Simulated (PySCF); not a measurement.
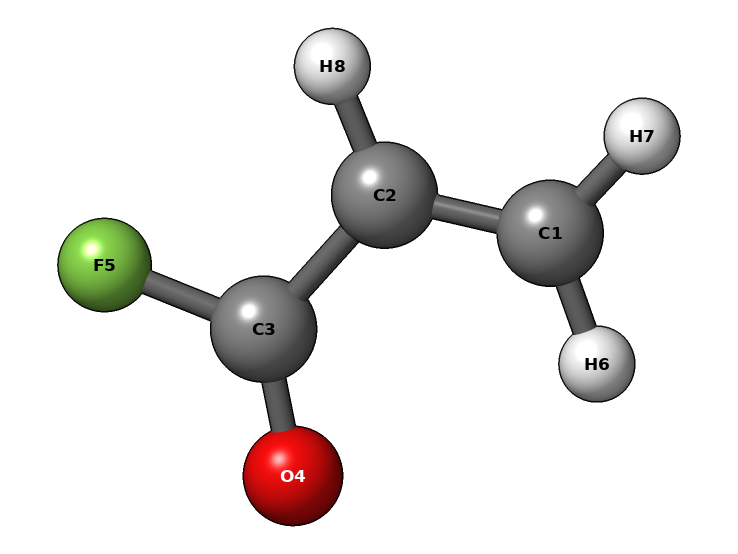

Computed geometry: PBE0-D3(BJ)/def2-SVP optimisation. No frequency run is at hand to confirm it as a minimum. Properties computed with B3LYP/pcJ-0 indirect spin-spin coupling, non-relativistic, gas phase (PySCF 2.14.0). Isotopes: 13C, 19F, 1H, 17O.

Give the spin–spin coupling constants of these pairs, with the number of bonds between them: C1/H6, C1/H7, C2/C3, C1/C3, C2/O4, C2/H7, O4/F5, C1/O4, C3/H7, O4/H8, H7/H8.

```csv
pair,bonds apart,J (Hz)
"C1, H6",1,152.4
"C1, H7",1,151.8
"C2, C3",1,67.1
"C1, C3",2,−2.4
"C2, O4",2,1.5
"C2, H7",2,−2.1
"O4, F5",2,105.4
"C1, O4",3,−2.4
"C3, H7",3,16.6
"O4, H8",3,−1.3
"H7, H8",3,10.3
```

Density functionals are unreliable for couplings to fluorine, so those rows may be far off.
